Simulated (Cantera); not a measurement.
Charge: 1 mol Pb, 0.22 mol CO2, 4.5 mol H2, 0.17 mol NH3, at 1 atm.

Cantera equilibrium calculation (NASA polynomials, part measured and part estimated; ideal gas, pure solids and liquids). Candidate condensed phases: C, C6H6, C7H8, C8H18, H2O, Pb, PbO, PbO2, Pb3O4; 139 gas species. Kinetics and transport are ignored.

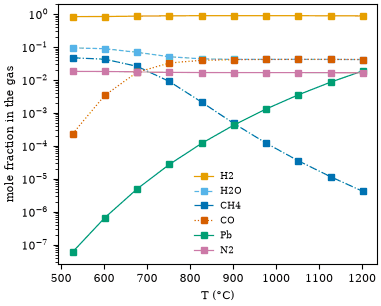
Equilibrium gas composition (values under 1e-9 drawn at 1e-9)

Q: Read off the mole fractions at 1127 °C.

A: H2 about 0.89, H2O about 0.042, CO about 0.042, N2 about 0.017, Pb about 0.0086, CH4 about 1.2e-5.
